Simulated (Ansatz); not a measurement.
# ClH$_{3}$Si···CH$_{5}$N: what the fields show

```yaml
atoms:
  - { symbol: Si, position_ang: [-1.8443, 0.6133, 0.2495] }
  - { symbol: H, position_ang: [-1.7033, -0.5594, 1.0868] }
  - { symbol: H, position_ang: [-1.5057, 0.3355, -1.1768] }
  - { symbol: H, position_ang: [-3.2273, 1.1731, 0.3447] }
  - { symbol: Cl, position_ang: [-0.5493, 2.0805, 0.9750] }
  - { symbol: H, position_ang: [0.2154, -0.6667, 0.9347] }
  - { symbol: N, position_ang: [0.7497, -1.1353, 0.2056] }
  - { symbol: C, position_ang: [1.7246, -0.2583, -0.4147] }
  - { symbol: H, position_ang: [0.0802, -1.4884, -0.4732] }
  - { symbol: H, position_ang: [2.4244, 0.1095, 0.3500] }
  - { symbol: H, position_ang: [1.3156, 0.6291, -0.9392] }
  - { symbol: H, position_ang: [2.3200, -0.8328, -1.1423] }
```

Not at a stationary point (largest force 1.0 eV/Å).

Method: Ansatz, RKS PBE0-D4/cc-pVDZ.

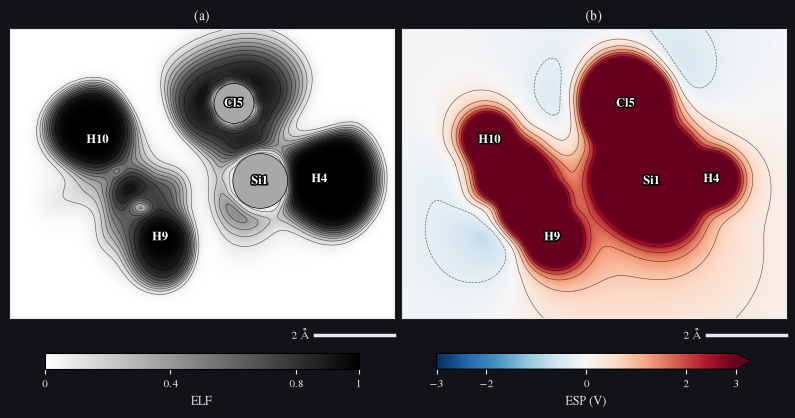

Figure 1. (a) ELF; (b) electrostatic potential on the plane of atoms H4, Si1 and Cl5. Grey discs cover the atomic cores in the ELF map.

Question: Read the bonding off the picture.

Answer: The section cuts through Si, H and Cl sites. Si–Cl (2.09 Å): the ELF peaks at about 0.85 between the atoms (a shared but strongly polarised pair). The ELF also peaks beside Cl5, away from the bonds: lone-pair regions. Outside the dense part of the complex the potential is most negative (−0.7 V) near N7, which lies off the plane.

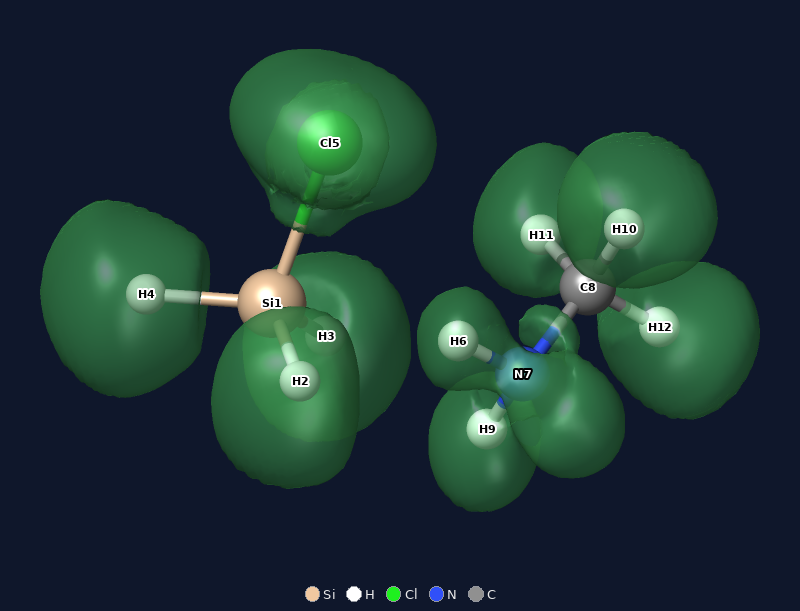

Figure 2. Isosurface of the ELF at 0.8 (green), seen across its widest extent. Only the valence region is drawn (cores and ρ < 0.01 e/Å³ removed).

Question: What do the ELF domains correspond to?

Answer: The surface consists of six regions around hydrogen nuclei, one region on Cl in which the atom's valence shell and bonds are merged and one joined region spread over several atoms (H, N), in which their bonds and any lone pairs are merged.


Si1···H6 (2.52 Å): the ELF dips to about 0.10 between them. C–N (1.45 Å): the ELF peaks at about 0.90 between the atoms, as expected for localised, covalent bonding.

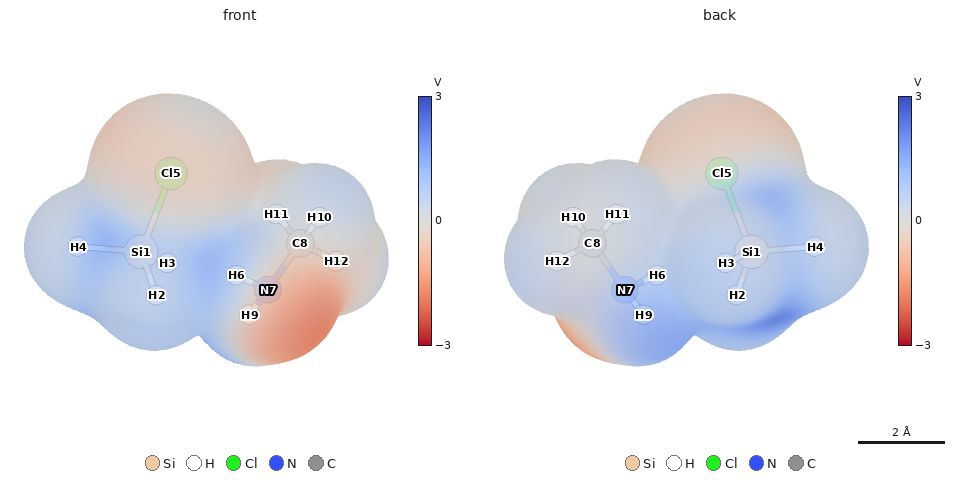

Figure 3. The molecular electrostatic potential painted on the density surface at 0.002 e/bohr³, seen from the front and from behind; the colour scale runs from red (negative) to blue (positive).

Question: Which sites attract a positive test charge, and which a negative one?

Answer: A positive charge is drawn to the negative regions and a negative charge to the positive ones. The most negative region (about −1.7 V, or −39 kcal/mol for a unit charge) lies over N7, the most positive (about +2.0 V, or +46 kcal/mol for a unit charge) over Si1. N7 is the likeliest acceptor of a hydrogen bond.
